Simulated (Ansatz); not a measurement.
**Fields on a plane of ZrO2 (tetragonal-ZrO2 type, space group P4_2/nmc)**

```yaml
crystal:
  lattice:
    - [3.62104, 0.00000, 0.00000]
    - [0.00000, 3.62104, 0.00000]
    - [0.00000, 0.00000, 5.28293]
  atoms:
    - { symbol: Zr, position: [0.00000, 0.00000, 0.00000] }
    - { symbol: Zr, position: [0.50000, 0.50000, 0.50000] }
    - { symbol: O, position: [0.00000, 0.50000, 0.19276] }
    - { symbol: O, position: [0.00000, 0.50000, 0.69276] }
    - { symbol: O, position: [0.50000, 0.00000, 0.30724] }
    - { symbol: O, position: [0.50000, 0.00000, 0.80724] }
```

The slice is a (010) plane (indices of the conventional cell) through the point (0.000, 0.500, 0.193) (fractional), spanned by u = [100] and v = [001] in vectors of this cell: u (3.62 Å) and v (5.28 Å, at 90° to u). It covers one period; positions are fractions (u, v).

Atoms on it: Zr at (0.50, 0.31); O at (0.00, 0.00); O at (0.00, 0.50).

Calculation: PBE (plane waves to 420 eV, PAW, scalar-relativistic; Ansatz, a program for electronic structure). k mesh 9×9×6. These are valence fields of a PAW run, semicore shells included where kept as valence: close to a nucleus they are smooth pseudo fields. This is a high-temperature form of ZrO2. ZrO2 is run without spin polarisation. ZrO2 was relaxed with its symmetry unable to fall.

```
|xxxxxxxxxxxx8899888888888888889988xxxxxxxxxx|
|xxxxxxxxxxxx9999999999999999999999xxxxxxxxxx|
|xxxxxxxxxx88999999999999999999999988xxxxxxxx|
|xxxxxxxx779999999999999999999999999977xxxxxx|
|xxxxxx7788999999999999999999999999998877xxxx|
|77777788889999999999999999999999999988887777|
|88888888889999999999999999999999999988888888|
|88888888889999999999999999999999999988888888|
|88888888999999999999999999999999999999888888|
|88888899999999999999999999999999999999998888|
|xxxxxx8888999999998888888888999999998888xxxx|
|xxxxxxxx888888888877777777778888888888xxxxxx|
|xxxxxxxxxx77887766555555555566778877xxxxxxxx|
|xxxxxxxxxxxx6655443322112233445566xxxxxxxxxx|
|xxxxxxxxxxxx4433000000000000003344xxxxxxxxxx|
|xxxxxxxxxxxx1100000000000000000011xxxxxxxxxx|
|xxxxxxxxxxxx00000000xxxxxx00000000xxxxxxxxxx|
|xxxxxxxxxxxx0000xxxxxxxxxxxxxx0000xxxxxxxxxx|
|xxxxxxxxxx0000xxxxxxxxxxxxxxxxxx0000xxxxxxxx|
|xxxxxxxx0000xxxxxxxxxxxxxxxxxxxxxx0000xxxxxx|
|xxxxxx220000xxxxxxxxxxxxxxxxxxxxxx000022xxxx|
|776655220000xxxxxxxxxxxxxxxxxxxxxx0000225566|
|887755220000xxxxxxxxxxxxxxxxxxxxxx0000225577|
|887766330000xxxxxxxxxxxxxxxxxxxxxx0000336677|
|88886644000000xxxxxxxxxxxxxxxxxx000000446688|
|8877665522000000xxxxxxxxxxxxxx00000022556677|
|xxxxxx553300000000xxxxxxxxxx000000003355xxxx|
|xxxxxxxx443300000000000000000000003344xxxxxx|
|xxxxxxxxxx44331100000000000000113344xxxxxxxx|
|xxxxxxxxxxxx5544331100000011334455xxxxxxxxxx|
|xxxxxxxxxxxx7777665544444455667777xxxxxxxxxx|
|xxxxxxxxxxxx7788777766666677778877xxxxxxxxxx|
```
Scale: ten equal steps from 3.00 (start of '0') to 11.08 (end of '9'), in the order '0123456789'. Values: electrostatic potential energy of an electron, from the cell's mean, in eV. The map has 22 points along u (two characters each, u = 0 at the left) and 32 along v (v = 0 in the bottom row). Points within 0.9 Å of a nucleus are blanked (x), as the pseudised field means little there. Values under 3 eV are set to 3. The zero, the cell's mean, hangs on the PAW cores.

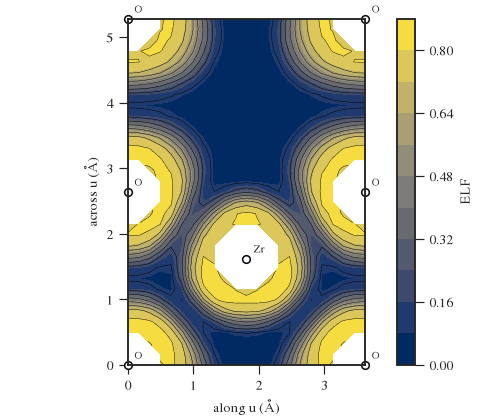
Fig. 1. Electron localisation function (ELF), one period of the plane, atoms marked. Points within 0.4 Å of a nucleus are left white, as the pseudised field means little there.

The density on the Zr–O line (2.08 Å) at its density minimum, 1.1 Å from Zr is 0.71 e/Å³ and the ELF at that point is 0.3.
